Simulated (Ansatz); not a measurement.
**C₃HF₅: how energies converge with the basis set**

How large a basis does C₃HF₅ need? Two functionals are run in growing sets.

Program: Ansatz 0.2.0, Gaussian basis. Level of theory: one geometry, several basis sets. These are calculated values, not measurements.

The runs, in order: PBE0-D4/def2-SVP; ωB97M-V/def2-SVP; PBE0-D4/def2-QZVPP; ωB97M-V/def2-QZVPP; the functionals' def2-TZVPP values are taken from earlier runs.

## Step 1: The relaxed structure

The geometry comes from an earlier relaxation with PBE0-D4 in a triple-zeta def2 set; it is a stationary point, not always the lowest conformer.

SMILES `FC(F)=C(F)C(F)F`, 9 atoms, charge 0, spin multiplicity 1.

Atoms are counted from 1 here; the program's logs count them from 0.

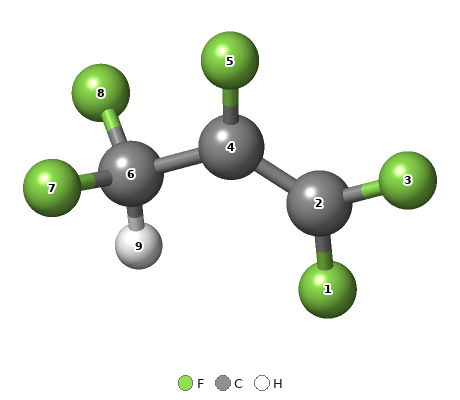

The geometry (fluorine green, carbon grey, hydrogen white); atoms are numbered from 1 in the order of the file.

## Step 2: PBE0-D4 in def2-SVP

Contents of in.yaml:

```yaml
crystal:
  periodic: [false, false, false]
  atoms:
    - {symbol: F, position_ang: [-0.703176, -1.903788, -0.455190]}
    - {symbol: C, position_ang: [-0.628615, -0.713268, -0.996424]}
    - {symbol: F, position_ang: [-1.157646, -0.684071, -2.186002]}
    - {symbol: C, position_ang: [-0.078242, 0.333064, -0.397742]}
    - {symbol: F, position_ang: [-0.045086, 1.507083, -1.020908]}
    - {symbol: C, position_ang: [0.522786, 0.290470, 0.959336]}
    - {symbol: F, position_ang: [1.825973, 0.657536, 0.904846]}
    - {symbol: F, position_ang: [-0.101947, 1.173959, 1.774905]}
    - {symbol: H, position_ang: [0.454451, -0.707184, 1.400078]}
basis:
  gaussian: {orbitals: def2-SVP}
hamiltonian: {xc: pbe0, dispersion: d4}
output: {orbitals: {seedname: orbitals}}
```

The run is started by

```
$ ansatz run in.yaml --threads 4 --pin off --events-out ev --progress --plain --max-ram 11315MiB
```

The log of the run:

```text
Functional definition: PBE0
  name "PBE0"
  cite "Adamo & Barone, J. Chem. Phys. 110, 6158 (1999) doi:10.1063/1.478522"
  cite "Perdew, Burke & Ernzerhof, Phys. Rev. Lett. 77, 3865 (1996) doi:10.1103/PhysRevLett.77.3865"
  parent pbe
  parameter a = 0.25
  parameter kappa = 0.804
  parameter beta = 0.06672455060314922
  exchange = (1 - a)*pbe_x(kappa = kappa, mu = beta*pi^2/3) + a*exact_x
  correlation = pbe_c(beta = beta)
1272 factors; their error is unknown
mean field evaluation 1: about -16678.6679 eV, gradient 3.6e1 eV
mean field evaluation 2: about -16677.7132 eV, gradient 4.3e1 eV
mean field evaluation 4: about -16680.7946 eV, gradient 1.9e0 eV
mean field evaluation 8: about -16680.8011 eV, gradient 6.2e-2 eV
mean field evaluation 16: about -16680.8115 eV, gradient 5.8e-5 eV
mean field -16680.81146470 eV, -613.0085146675 hartree, gradient 5.8e-5 eV, S^2 0.000000; 0 other end points of the search recorded, 0 dependent functions left out
reference -16680.81147777 eV, -613.0085151479 hartree; 32, 32 occupied and 85, 85 virtual orbitals, 1272 factors
Total energy: -16680.95541320 eV, -613.0138046775 hartree
```

Run time: 0.45 s. Hardware: 4 threads of AMD EPYC 9R45, shared host.

## Step 3: ωB97M-V in def2-SVP

Changes to in.yaml since step 2:

```diff
@@ -14,3 +14,3 @@
   gaussian: {orbitals: def2-SVP}
-hamiltonian: {xc: pbe0, dispersion: d4}
+hamiltonian: {xc: {name: wB97M-V}}
 output: {orbitals: {seedname: orbitals}}
```

Launched as before.

The log of the run, cut to the lines that bear on the results:

```text
Functional definition: wB97M-V
  name "wB97M-V"
  cite "Mardirossian & Head-Gordon, J. Chem. Phys. 144, 214110 (2016) doi:10.1063/1.4952647"
  cite "Becke, J. Chem. Phys. 107, 8554 (1997) doi:10.1063/1.475007"
  cite "Vydrov & Van Voorhis, J. Chem. Phys. 133, 244103 (2010) doi:10.1063/1.3521275"
  # Of w^i u^j: cxij and so on, Table III.
[...]
  gx(w, u) = 1 - cx + cx01*u + cx10*w
  gss(w, u) = css00 + css04*u^4 + css10*w + css20*w^2 + css43*w^4*u^3
  gos(w, u) = cos00 + cos10*w + (cos20 + cos21*u)*w^2 + (cos60 + cos61*u)*w^6
[...]
      + integral(e_c_pw_mod_opposite_spin*gos(b97_w_opposite, b97_u_opposite)) + vv10(b, c)
1272 factors; their error is unknown
220 factors; integrals over basis functions are off by at most 3.1e-6 eV
[...]
mean field -16692.79140579 eV, -613.4487693825 hartree, gradient 1.3e-5 eV, S^2 0.000000; 0 other end points of the search recorded, 0 dependent functions left out
reference -16692.79142797 eV, -613.4487701976 hartree; 32, 32 occupied and 85, 85 virtual orbitals, 1272 factors
Total energy: -16692.79142797 eV, -613.4487701976 hartree
```

Wall time 1.2 s (4 threads of AMD EPYC 9R45, shared host).

## Step 4: PBE0-D4 in def2-QZVPP

Changes to in.yaml since step 3:

```diff
@@ -13,4 +13,4 @@
 basis:
-  gaussian: {orbitals: def2-SVP}
-hamiltonian: {xc: {name: wB97M-V}}
+  gaussian: {orbitals: "def2-QZVPP.json"}
+hamiltonian: {xc: pbe0, dispersion: d4}
 output: {orbitals: {seedname: orbitals}}
```

The command is unchanged.

The log of the run:

```text
Functional definition: PBE0
  name "PBE0"
  cite "Adamo & Barone, J. Chem. Phys. 110, 6158 (1999) doi:10.1063/1.478522"
  cite "Perdew, Burke & Ernzerhof, Phys. Rev. Lett. 77, 3865 (1996) doi:10.1103/PhysRevLett.77.3865"
  parent pbe
  parameter a = 0.25
  parameter kappa = 0.804
  parameter beta = 0.06672455060314922
  exchange = (1 - a)*pbe_x(kappa = kappa, mu = beta*pi^2/3) + a*exact_x
  correlation = pbe_c(beta = beta)
1502 factors; their error is unknown
mean field evaluation 1: about -16698.9135 eV, gradient 4.3e1 eV
mean field evaluation 2: about -16698.0964 eV, gradient 4.8e1 eV
mean field evaluation 4: about -16701.7388 eV, gradient 2.5e0 eV
mean field evaluation 8: about -16701.7506 eV, gradient 5.2e-2 eV
mean field evaluation 16: about -16701.7599 eV, gradient 2.1e-4 eV
mean field -16701.75988398 eV, -613.7783548767 hartree, gradient 3.8e-5 eV, S^2 0.000000; 0 other end points of the search recorded, 0 dependent functions left out
reference -16701.75991100 eV, -613.7783558696 hartree; 32, 32 occupied and 454, 454 virtual orbitals, 1502 factors
Total energy: -16701.90384643 eV, -613.7836453991 hartree
```

It took 2.9 s on 4 threads of AMD EPYC 9R45, shared host; peak memory 1.8 GiB.

## Step 5: ωB97M-V in def2-QZVPP

Changes to in.yaml since step 4:

```diff
@@ -14,3 +14,3 @@
   gaussian: {orbitals: "def2-QZVPP.json"}
-hamiltonian: {xc: pbe0, dispersion: d4}
+hamiltonian: {xc: {name: wB97M-V}}
 output: {orbitals: {seedname: orbitals}}
```

Launched as before.

The log of the run, cut to the lines that bear on the results:

```text
Functional definition: wB97M-V
  name "wB97M-V"
  cite "Mardirossian & Head-Gordon, J. Chem. Phys. 144, 214110 (2016) doi:10.1063/1.4952647"
  cite "Becke, J. Chem. Phys. 107, 8554 (1997) doi:10.1063/1.475007"
  cite "Vydrov & Van Voorhis, J. Chem. Phys. 133, 244103 (2010) doi:10.1063/1.3521275"
  # Of w^i u^j: cxij and so on, Table III.
[...]
  gx(w, u) = 1 - cx + cx01*u + cx10*w
  gss(w, u) = css00 + css04*u^4 + css10*w + css20*w^2 + css43*w^4*u^3
  gos(w, u) = cos00 + cos10*w + (cos20 + cos21*u)*w^2 + (cos60 + cos61*u)*w^6
[...]
      + integral(e_c_pw_mod_opposite_spin*gos(b97_w_opposite, b97_u_opposite)) + vv10(b, c)
1502 factors; their error is unknown
278 factors; integrals over basis functions are off by at most 6.9e-6 eV
[...]
mean field -16714.11415391 eV, -614.2323659229 hartree, gradient 3.8e-5 eV, S^2 0.000000; 0 other end points of the search recorded, 0 dependent functions left out
reference -16714.11419760 eV, -614.2323675283 hartree; 32, 32 occupied and 454, 454 virtual orbitals, 1502 factors
Total energy: -16714.11419760 eV, -614.2323675283 hartree
```

Run time: 6 s. Hardware: 4 threads of AMD EPYC 9R45, shared host; peak memory 2.1 GiB.

## Step 6: Density functionals: the series

The def2-TZVPP values come from earlier runs at the same geometry.

| functional | basis | functions | energy (eV) | from the largest (eV) | HOMO (eV) | LUMO (eV) |
| --- | --- | --- | --- | --- | --- | --- |
| PBE0-D4 | def2-SVP | 117 | -16680.9554 | 20.948 | -8.00 | -0.20 |
| PBE0-D4 | def2-TZVPP | 262 | -16701.0553 | 0.849 | -8.12 | -0.31 |
| PBE0-D4 | def2-QZVPP | 486 | -16701.9038 | 0.000 | -8.17 | -0.38 |
| ωB97M-V | def2-SVP | 117 | -16692.7914 | 21.323 | -10.23 | 2.12 |
| ωB97M-V | def2-TZVPP | 262 | -16713.3149 | 0.799 | -10.39 | 1.96 |
| ωB97M-V | def2-QZVPP | 486 | -16714.1142 | 0.000 | -10.45 | 1.87 |

## Step 7: Results

```
                                       quantity           value
PBE0-D4: double and triple zeta above quadruple  20.95, 0.85 eV
ωB97M-V: double and triple zeta above quadruple  21.32, 0.80 eV
```

**Reading.** For PBE0-D4 the step from double to triple zeta gains 20.10 eV and the next only 0.85 eV. Total energies overstate the basis error of differences, where much of it tends to cancel.

For PBE0-D4 the largest set took about 6 times as long as the smallest (2.9 s against 0.45 s).
